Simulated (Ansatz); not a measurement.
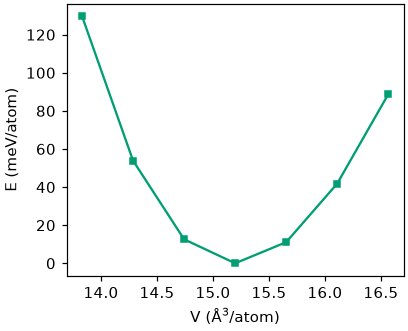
Figure: Pt (bcc (W type), Im-3m) under volume change, PBEsol in the plane-wave PAW code Ansatz, scaled uniformly.

What does a third-order Birch–Murnaghan fit give for V₀, B₀ and B′?

V₀ = 15.20 Å³/atom, B₀ = 277 GPa, B′ = 5.3.

The first step of the workflow began from a Materials Project structure, measured or hypothetical; the Crystallography Open Database copy checked does not list it. It is not the phase usual at ambient conditions (space group No. 225). The PBEsol relaxation kept the symmetry of its start. At this level the phase is mechanically unstable. The run is not spin-polarised. Scalar-relativistic: spin–orbit coupling is off unless named, which matters more the heavier the elements.

Potentials: the later of the program's two PAW sets.
